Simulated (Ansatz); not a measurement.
**Run report: Si₂H₆ClO₂F₃, geometry relaxation (part 2 of 2)**

Si₂H₆ClO₂F₃; RKS PBE0-D4/def2-TZVP (Ansatz 0.2.0). The geometry is a transition state displaced along its imaginary mode. The reaction was set up to form Si1–O8, H7–F10 and O2–H9 and to break Si1–O2, H7–O8 and H9–F10 (atoms counted from 1 in the order of the input); sticks are drawn by distance alone.

Geometry of the input (Å):
```
Si -0.1931  0.5758  1.1995
O  0.0193  -0.1509  -0.5544
Si -1.1141  -0.1945  -1.8325
F  -0.0544  2.0274  0.5433
F  -0.2492  1.0440  2.7449
Cl -2.1341  -0.1541  1.1744
H  1.9247  -0.6847  0.4359
O  1.2178  -0.3076  1.4668
H  0.8167  -0.4575  -0.6789
F  2.2612  -0.9409  -0.3066
H  -1.9402  -1.4087  -1.7162
H  -0.2368  -0.2518  -3.0180
H  -1.9159  1.0420  -1.7923
H  1.5981  -0.1384  2.3344
```

Trajectory as extended XYZ, continued:
```
14
Properties=species:S:1:pos:R:3:forces:R:3 step=6 energy=-40612.19225
Si   -0.2142    0.6229    1.2440    0.0022   0.0247   0.0472
O    -0.0097   -0.1597   -0.5701    0.0184   0.0065   0.0053
Si   -1.1359   -0.1937   -1.8336    0.0007  -0.0046  -0.0435
F    -0.0526    2.0289    0.5145   -0.0131  -0.1279   0.1662
F    -0.2937    1.1546    2.7741    0.0243   0.0651  -0.1296
Cl   -2.1119   -0.1798    1.2162    0.0344   0.0078  -0.0197
H     2.0945   -0.7749    0.4592    0.0693  -0.0367  -0.1080
O     1.1666   -0.2882    1.5370   -0.0839   0.0658  -0.0109
H     0.9098   -0.4548   -0.7832   -0.0647   0.0097   0.0025
F     2.3984   -0.9723   -0.4453    0.0350  -0.0053   0.0886
H    -1.9687   -1.4091   -1.7348   -0.0120   0.0011   0.0030
H    -0.3050   -0.2375   -3.0595   -0.0018   0.0015  -0.0087
H    -1.9358    1.0429   -1.7648   -0.0123  -0.0029   0.0016
H     1.4581   -0.1794    2.4466    0.0035  -0.0046   0.0060
14
Properties=species:S:1:pos:R:3:forces:R:3 step=7 energy=-40612.19553
Si   -0.2146    0.6256    1.2565   -0.0392   0.0345   0.0024
O    -0.0110   -0.1571   -0.5715   -0.0153  -0.0173  -0.1308
Si   -1.1348   -0.1943   -1.8438    0.0594   0.0082   0.0831
F    -0.0542    2.0278    0.5276   -0.0085  -0.0223   0.0561
F    -0.2872    1.1702    2.7805   -0.0096   0.0230  -0.0578
Cl   -2.1048   -0.1852    1.2248   -0.0042   0.0018   0.0090
H     2.1063   -0.7786    0.4551    0.0345  -0.0291  -0.0870
O     1.1620   -0.2836    1.5406    0.0280  -0.0172   0.0132
H     0.9075   -0.4593   -0.7807   -0.1285   0.0353   0.0014
F     2.4009   -0.9784   -0.4485    0.0486  -0.0066   0.0918
H    -1.9721   -1.4073   -1.7445    0.0102  -0.0070   0.0033
H    -0.3061   -0.2360   -3.0717    0.0035  -0.0012   0.0087
H    -1.9437    1.0371   -1.7760    0.0098   0.0036   0.0065
H     1.4515   -0.1808    2.4518    0.0115  -0.0056   0.0002
14
Properties=species:S:1:pos:R:3:forces:R:3 step=8 energy=-40612.19552 accepted=F
Si   -0.2285    0.6331    1.2741    0.1102  -0.0224  -0.0255
O    -0.0108   -0.1588   -0.5784   -0.0937   0.0194  -0.0929
Si   -1.1288   -0.1930   -1.8520    0.0536  -0.0006   0.0676
F    -0.0732    2.0286    0.5334   -0.0286  -0.0271   0.0649
F    -0.2911    1.1793    2.7958   -0.0014   0.0197  -0.0688
Cl   -2.1096   -0.1887    1.2445    0.0153  -0.0036  -0.0242
H     2.1093   -0.7903    0.4548    0.0165  -0.0263  -0.1194
O     1.1538   -0.2762    1.5349    0.0201   0.0007   0.0073
H     0.9057   -0.4618   -0.7812   -0.0963   0.0148  -0.0092
F     2.4124   -1.0004   -0.4422    0.0208   0.0095   0.1158
H    -1.9678   -1.4054   -1.7529    0.0050  -0.0020   0.0001
H    -0.3078   -0.2326   -3.0857    0.0062  -0.0005   0.0191
H    -1.9374    1.0388   -1.7796    0.0036   0.0014   0.0074
H     1.4739   -0.1726    2.4348   -0.0313   0.0169   0.0577
14
Properties=species:S:1:pos:R:3:forces:R:3 step=9 energy=-40612.19763
Si   -0.2190    0.6288    1.2618    0.0334  -0.0115   0.0591
O    -0.0167   -0.1551   -0.5789    0.0809   0.0249   0.0979
Si   -1.1319   -0.1937   -1.8438   -0.1204   0.0003  -0.1027
F    -0.0589    2.0287    0.5342   -0.0050   0.0238  -0.0305
F    -0.2882    1.1797    2.7816   -0.0277   0.0036  -0.0006
Cl   -2.1039   -0.1882    1.2273   -0.0192  -0.0027   0.0178
H     2.1162   -0.7854    0.4500   -0.0101   0.0016   0.0318
O     1.1586   -0.2812    1.5404    0.0002  -0.0079   0.0108
H     0.8962   -0.4596   -0.7852    0.0154  -0.0043  -0.0151
F     2.4124   -0.9867   -0.4465    0.0552  -0.0255  -0.0330
H    -1.9688   -1.4074   -1.7442    0.0062  -0.0043  -0.0054
H    -0.3048   -0.2348   -3.0730   -0.0005  -0.0004   0.0027
H    -1.9429    1.0366   -1.7749    0.0060   0.0022  -0.0007
H     1.4517   -0.1818    2.4514   -0.0144   0.0005  -0.0319
14
Properties=species:S:1:pos:R:3:forces:R:3 step=10 energy=-40612.19890
Si   -0.2217    0.6319    1.2687    0.0417  -0.0185   0.0182
O    -0.0163   -0.1554   -0.5828    0.0728  -0.0094   0.0202
Si   -1.1377   -0.1913   -1.8492   -0.0006  -0.0051  -0.0150
F    -0.0679    2.0289    0.5334   -0.0047   0.0070  -0.0079
F    -0.2936    1.1853    2.7863   -0.0066   0.0110   0.0040
Cl   -2.1036   -0.1911    1.2356   -0.0058  -0.0085  -0.0056
H     2.1278   -0.7940    0.4522    0.0086  -0.0086  -0.0372
O     1.1574   -0.2762    1.5419   -0.0154  -0.0086  -0.0628
H     0.8959   -0.4619   -0.7896   -0.0567   0.0169  -0.0026
F     2.4353   -1.0015   -0.4390   -0.0265   0.0112   0.0500
H    -1.9723   -1.4069   -1.7521    0.0004   0.0041   0.0039
H    -0.3127   -0.2305   -3.0798   -0.0022   0.0026   0.0017
H    -1.9456    1.0406   -1.7756    0.0003  -0.0035   0.0054
H     1.4551   -0.1779    2.4504   -0.0052   0.0094   0.0275
14
Properties=species:S:1:pos:R:3:forces:R:3 step=11 energy=-40612.19905
Si   -0.2206    0.6320    1.2684    0.0052  -0.0019  -0.0029
O    -0.0136   -0.1552   -0.5827   -0.0798   0.0223  -0.0092
Si   -1.1377   -0.1910   -1.8493    0.0259  -0.0006   0.0236
F    -0.0687    2.0285    0.5313   -0.0052   0.0061   0.0026
F    -0.2940    1.1868    2.7854   -0.0011   0.0071  -0.0013
Cl   -2.1020   -0.1934    1.2347    0.0012  -0.0041  -0.0041
H     2.1273   -0.7950    0.4527   -0.0137   0.0061   0.0335
O     1.1571   -0.2758    1.5403    0.0162  -0.0057   0.0303
H     0.8956   -0.4610   -0.7904    0.0468  -0.0174  -0.0216
F     2.4349   -1.0031   -0.4359    0.0176  -0.0135  -0.0371
H    -1.9719   -1.4067   -1.7512    0.0027   0.0019   0.0021
H    -0.3140   -0.2284   -3.0807   -0.0017   0.0013   0.0020
H    -1.9460    1.0404   -1.7726    0.0011  -0.0023   0.0034
H     1.4537   -0.1779    2.4503   -0.0150   0.0008  -0.0214
14
Properties=species:S:1:pos:R:3:forces:R:3 step=12 energy=-40612.19918
Si   -0.2203    0.6320    1.2670   -0.0014   0.0002  -0.0019
O    -0.0134   -0.1543   -0.5828   -0.0078   0.0060  -0.0017
Si   -1.1374   -0.1908   -1.8478    0.0026   0.0001   0.0045
F    -0.0684    2.0289    0.5307   -0.0038   0.0062   0.0001
F    -0.2948    1.1873    2.7840   -0.0012   0.0023  -0.0020
Cl   -2.1015   -0.1945    1.2323    0.0010  -0.0016   0.0021
H     2.1270   -0.7956    0.4528   -0.0016  -0.0025  -0.0020
O     1.1572   -0.2759    1.5404    0.0086  -0.0070   0.0046
H     0.8966   -0.4608   -0.7917    0.0071  -0.0030  -0.0065
F     2.4347   -1.0042   -0.4369   -0.0012  -0.0015   0.0037
H    -1.9710   -1.4067   -1.7488    0.0021  -0.0002  -0.0012
H    -0.3141   -0.2275   -3.0795   -0.0021   0.0008  -0.0002
H    -1.9464    1.0400   -1.7700    0.0003  -0.0008   0.0005
H     1.4516   -0.1780    2.4506   -0.0026   0.0010  -0.0001
14
Properties=species:S:1:pos:R:3:forces:R:3 step=13 energy=-40612.19928
Si   -0.2197    0.6337    1.2657   -0.0025   0.0019  -0.0019
O    -0.0100   -0.1497   -0.5846   -0.0037   0.0035  -0.0068
Si   -1.1367   -0.1896   -1.8470   -0.0038   0.0021  -0.0013
F    -0.0716    2.0319    0.5303   -0.0033  -0.0033   0.0036
F    -0.2967    1.1889    2.7826    0.0016   0.0008  -0.0026
Cl   -2.0985   -0.1990    1.2304    0.0031   0.0015   0.0026
H     2.1256   -0.8021    0.4542   -0.0016   0.0005  -0.0005
O     1.1584   -0.2730    1.5403    0.0025  -0.0012   0.0025
H     0.8987   -0.4601   -0.7937    0.0058  -0.0020   0.0019
F     2.4330   -1.0134   -0.4348   -0.0012  -0.0023   0.0017
H    -1.9661   -1.4081   -1.7471    0.0019  -0.0026  -0.0014
H    -0.3176   -0.2223   -3.0815    0.0010   0.0004   0.0020
H    -1.9494    1.0384   -1.7657   -0.0002   0.0006   0.0000
H     1.4506   -0.1756    2.4512    0.0005   0.0002   0.0000
14
Properties=species:S:1:pos:R:3:forces:R:3 step=14 energy=-40612.19936
Si   -0.2194    0.6359    1.2651   -0.0014   0.0041  -0.0012
O    -0.0073   -0.1442   -0.5868    0.0041   0.0013  -0.0007
Si   -1.1361   -0.1877   -1.8469    0.0019  -0.0003  -0.0077
F    -0.0769    2.0351    0.5303   -0.0019  -0.0072   0.0033
F    -0.2971    1.1914    2.7818    0.0032  -0.0002   0.0007
Cl   -2.0950   -0.2038    1.2314    0.0032   0.0012  -0.0008
H     2.1226   -0.8101    0.4553   -0.0023   0.0013   0.0045
O     1.1602   -0.2688    1.5399   -0.0022   0.0026  -0.0037
H     0.8999   -0.4599   -0.7950   -0.0031  -0.0013   0.0072
F     2.4286   -1.0273   -0.4325   -0.0002  -0.0010  -0.0026
H    -1.9576   -1.4118   -1.7491   -0.0019  -0.0006   0.0003
H    -0.3187   -0.2137   -3.0828   -0.0002   0.0017   0.0003
H    -1.9546    1.0361   -1.7615   -0.0015  -0.0012   0.0004
H     1.4515   -0.1710    2.4511    0.0022  -0.0004   0.0001
14
Properties=species:S:1:pos:R:3:forces:R:3 step=15 energy=-40612.19942
Si   -0.2192    0.6387    1.2652   -0.0027   0.0062  -0.0041
O    -0.0050   -0.1385   -0.5885    0.0050  -0.0014  -0.0085
Si   -1.1345   -0.1859   -1.8483    0.0027   0.0037   0.0015
F    -0.0842    2.0387    0.5305   -0.0003  -0.0097   0.0032
F    -0.2967    1.1946    2.7817    0.0013  -0.0027   0.0016
Cl   -2.0906   -0.2099    1.2328    0.0010   0.0022   0.0032
H     2.1193   -0.8194    0.4570   -0.0005   0.0013   0.0031
O     1.1626   -0.2628    1.5390   -0.0023   0.0043  -0.0067
H     0.9002   -0.4619   -0.7938   -0.0071  -0.0019   0.0056
F     2.4232   -1.0444   -0.4297   -0.0027   0.0015   0.0001
H    -1.9493   -1.4148   -1.7528    0.0022  -0.0019  -0.0015
H    -0.3189   -0.2021   -3.0857   -0.0009  -0.0010   0.0023
H    -1.9612    1.0320   -1.7572    0.0020   0.0002   0.0002
H     1.4543   -0.1644    2.4500    0.0023  -0.0007   0.0000
14
Properties=species:S:1:pos:R:3:forces:R:3 step=16 energy=-40612.19947
Si   -0.2199    0.6407    1.2657   -0.0035   0.0070  -0.0017
O    -0.0043   -0.1349   -0.5896    0.0051  -0.0022  -0.0038
Si   -1.1327   -0.1835   -1.8499    0.0029  -0.0001  -0.0008
F    -0.0924    2.0410    0.5306   -0.0001  -0.0087   0.0007
F    -0.2956    1.1968    2.7822    0.0025  -0.0017   0.0034
Cl   -2.0879   -0.2150    1.2382    0.0024   0.0003  -0.0036
H     2.1164   -0.8261    0.4581    0.0010   0.0008  -0.0029
O     1.1649   -0.2568    1.5372    0.0012   0.0025  -0.0065
H     0.8986   -0.4669   -0.7914   -0.0077  -0.0013   0.0043
F     2.4177   -1.0587   -0.4277   -0.0057   0.0032   0.0056
H    -1.9411   -1.4172   -1.7588   -0.0007   0.0021   0.0006
H    -0.3175   -0.1927   -3.0876   -0.0007   0.0011   0.0019
H    -1.9645    1.0306   -1.7541    0.0017  -0.0024   0.0006
H     1.4582   -0.1571    2.4475    0.0014  -0.0006   0.0022
14
Properties=species:S:1:pos:R:3:forces:R:3 step=17 energy=-40612.19951
Si   -0.2206    0.6417    1.2662   -0.0017   0.0055  -0.0037
O    -0.0042   -0.1337   -0.5900    0.0073  -0.0021   0.0004
Si   -1.1312   -0.1812   -1.8513    0.0014   0.0002   0.0003
F    -0.1008    2.0419    0.5297    0.0002  -0.0056   0.0008
F    -0.2949    1.1985    2.7826   -0.0016  -0.0022   0.0010
Cl   -2.0847   -0.2217    1.2409   -0.0010   0.0008   0.0030
H     2.1147   -0.8299    0.4592   -0.0015   0.0008  -0.0002
O     1.1679   -0.2504    1.5357    0.0041   0.0019  -0.0005
H     0.8959   -0.4746   -0.7885   -0.0010  -0.0014   0.0009
F     2.4123   -1.0708   -0.4256   -0.0018   0.0013   0.0004
H    -1.9368   -1.4172   -1.7642   -0.0011   0.0044  -0.0007
H    -0.3156   -0.1845   -3.0886   -0.0017   0.0003   0.0001
H    -1.9651    1.0310   -1.7510    0.0003  -0.0035  -0.0003
H     1.4630   -0.1491    2.4453   -0.0018  -0.0005  -0.0013
14
Properties=species:S:1:pos:R:3:forces:R:3 step=18 energy=-40612.19953
Si   -0.2216    0.6417    1.2664   -0.0017   0.0041   0.0016
O    -0.0037   -0.1348   -0.5902   -0.0024  -0.0028   0.0022
Si   -1.1289   -0.1787   -1.8529   -0.0088   0.0019   0.0010
F    -0.1099    2.0412    0.5276    0.0003  -0.0017   0.0000
F    -0.2951    1.1995    2.7824    0.0007   0.0015   0.0009
Cl   -2.0823   -0.2287    1.2464    0.0016  -0.0024  -0.0038
H     2.1139   -0.8316    0.4602   -0.0015  -0.0003   0.0023
O     1.1715   -0.2437    1.5343    0.0050   0.0000   0.0018
H     0.8939   -0.4840   -0.7856    0.0050  -0.0011  -0.0005
F     2.4084   -1.0809   -0.4234   -0.0001   0.0003  -0.0023
H    -1.9365   -1.4138   -1.7699    0.0036   0.0003  -0.0008
H    -0.3135   -0.1777   -3.0903   -0.0004  -0.0011   0.0005
H    -1.9638    1.0323   -1.7482    0.0025   0.0013   0.0001
H     1.4677   -0.1407    2.4434   -0.0039  -0.0001  -0.0031
14
Properties=species:S:1:pos:R:3:forces:R:3 step=19 energy=-40612.19955
Si   -0.2218    0.6415    1.2662    0.0003   0.0006  -0.0001
O    -0.0036   -0.1362   -0.5898   -0.0010  -0.0018  -0.0011
Si   -1.1290   -0.1779   -1.8525   -0.0038  -0.0007  -0.0007
F    -0.1117    2.0405    0.5265   -0.0002  -0.0002   0.0005
F    -0.2956    1.1999    2.7820   -0.0007   0.0006  -0.0011
Cl   -2.0813   -0.2315    1.2461   -0.0004  -0.0005   0.0005
H     2.1139   -0.8316    0.4605    0.0000   0.0003   0.0008
O     1.1725   -0.2421    1.5342    0.0022  -0.0005   0.0007
H     0.8937   -0.4862   -0.7853    0.0033   0.0005  -0.0002
F     2.4082   -1.0817   -0.4230   -0.0004  -0.0006  -0.0005
H    -1.9373   -1.4124   -1.7708    0.0005   0.0005   0.0010
H    -0.3140   -0.1776   -3.0901    0.0010   0.0009   0.0000
H    -1.9620    1.0343   -1.7470    0.0007   0.0008   0.0006
H     1.4681   -0.1391    2.4435   -0.0015   0.0001  -0.0004
```

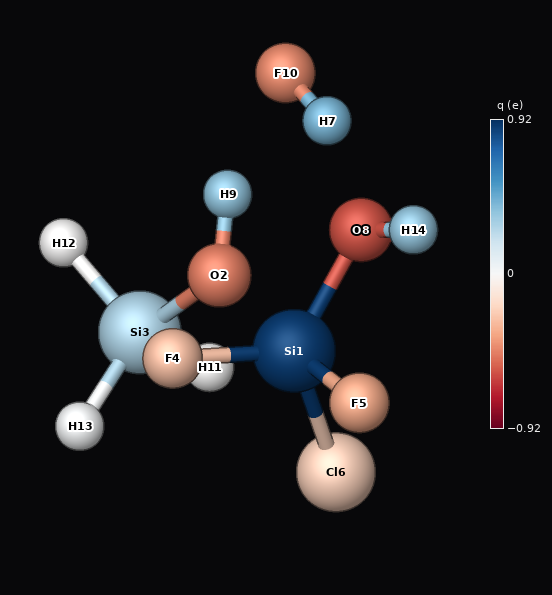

Mulliken charges, as the colour of each atom (ball-and-stick view, seen at a tilt; atoms are numbered from 1 in the order of the input). By element: Si +0.28 to +0.87, O −0.58 to −0.47, F −0.43 to −0.27, Cl −0.21 and H −0.01 to +0.42 e.

Summary:

| quantity | value |
| --- | --- |
| outcome | converged |
| total energy | −40612.1996 eV |
| mean-field energy | −40611.8592 eV |
| dispersion energy | −0.3403 eV |
| SCF solution under orbital rotations | stable |
| largest force (length of the vector) at the end | 0.004 eV/Å |
| dipole moment | 1.82 D |
| hardware | 4 CPU threads, shared host |
| wall time | 29 s (CPU time 51 s) |
| peak memory | 0.96 GiB |
